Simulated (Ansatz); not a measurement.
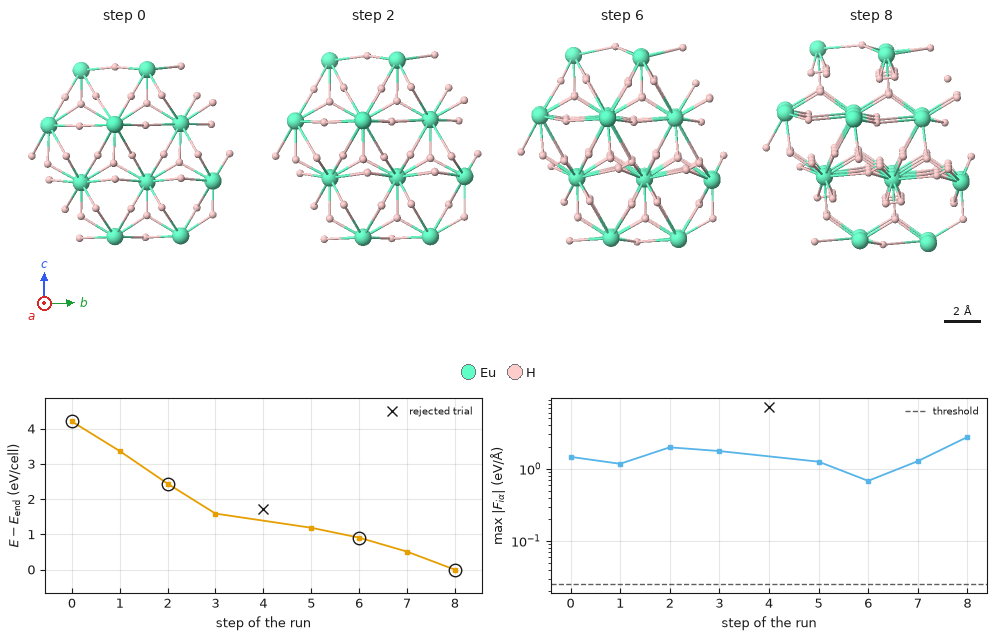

Frames of a relaxation of solid EuH4 (a generated structure, set up in P1) (coarse preliminary run), marked on the history of the run. A ball-and-stick model of the atoms within 5.8 Å of the atom that moves most (axes of the cell of the calculation), seen along the a axis.

Level of theory: DFT PBE, scalar-relativistic, plane waves, PAW (Ansatz 0.2.0). (plane-wave cutoff 420 eV; k-point mesh 6 × 6 × 4; occupations gaussian; smearing width 0.2 eV; collinear spin; cell and atoms relaxed; force threshold 0.025 eV/Å; at most 60 steps)

Question: What happens along the run?

Answer: The run was cut off at its time limit before the relaxation converged, so the last structure is only a point on the way. The largest move relative to the cell is that of an H atom, 0.91 Å along [1 1 −2]. By element the largest moves are H 0.91 Å, Eu 0.32 Å. The drawn cell changes as follows: a 3.625 → 3.927 Å (+8.3 %), b 3.664 → 3.801 Å (+3.7 %), c 6.234 → 6.956 Å (+11.6 %), α 89.3° → 95.5°, β 91.7° → 96.7°, γ 88.1° → 87.6°; the volume changes by +24.0 %. Some distances before and after: Eu–H 2.707 → 4.161 Å, Eu–H 2.586 → 3.632 Å, H–H 1.628 → 0.733 Å, H–H 1.714 → 0.854 Å. Bonds break, among them: Eu–H (2.51 → 3.31 Å), Eu–H (2.56 → 3.42 Å), Eu–H (2.59 → 3.63 Å), Eu–H (2.68 → 3.51 Å). Bond angles that change, for instance: Eu–H–Eu 92.8° → 122.4°, H–Eu–H 86.3° → 63.0°, Eu–H–Eu 173.7° → 150.5°. The space group stays P1 (No. 1). The energy falls by 4.205 eV per cell of the calculation in 7 accepted moves (8 points after the start). Largest force component: 1.5 eV/Å at the start, 2.8 eV/Å at the end. Pressure: 5.83 GPa at the start and 3.28 GPa at the end. The line search rejected the trial step at point 4 of the run. The run took 6.1 min on 1 thread of Intel(R) Xeon(R) 6975P-C (Granite Rapids), on a shared host, peak memory 0.63 GiB. From step 0 to 2: an H atom moves most (0.35 Å), volume +9.3 %, energy −1.766 eV per cell of the calculation. From step 2 to 6: an H atom moves most (0.31 Å), volume +5.6 %, energy −1.531 eV per cell of the calculation. From step 6 to 8: H atoms move most (0.34 Å), volume +7.5 %, energy −0.908 eV per cell of the calculation.

```
step  E − E(0), meV/atom  largest force component, eV/Å  pressure, GPa  volume, Å³/atom      note
   0                0.00                         1.4674           5.83            8.272          
   1              -83.94                         1.1759           1.31            8.747          
   2             -176.58                         1.9890           0.84            9.038          
   3             -261.42                         1.7657           1.78            9.221          
   4             -248.55                         7.2882           5.55            9.333  rejected
   5             -301.63                         1.2579           1.36            9.367          
   6             -329.70                         0.6823           1.50            9.540          
   7             -369.31                         1.2787           1.98            9.779          
   8             -420.47                         2.7667           3.28           10.259
```

Limits of the set-up: 4f states are treated without a Hubbard U.
